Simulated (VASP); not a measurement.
Band structure of PdIn (CsCl type). Method: rev-vdW-DF2, VASP's PBE PAW potentials (set 64) (plane waves; VASP).

Unless said otherwise, spin-orbit coupling is left out, though it shifts the bands of the heavy elements here.

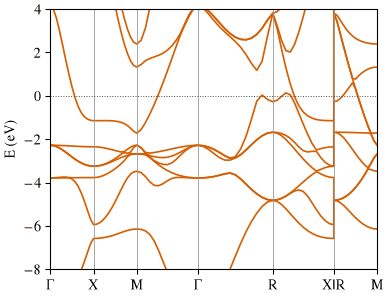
Figure. Bands along high-symmetry lines, zero at the valence-band maximum or, without a gap, the Fermi level

### Question
Read the plot: is there a gap, and where are the band edges?

### Answer
It has no gap at this level: it comes out as a metal or semimetal. (Edges off the drawn lines would not show.)

The compound is PdIn in the CsCl type structure. It was relaxed first. The electron count is odd and the run is not spin-polarised, which forces a metal.
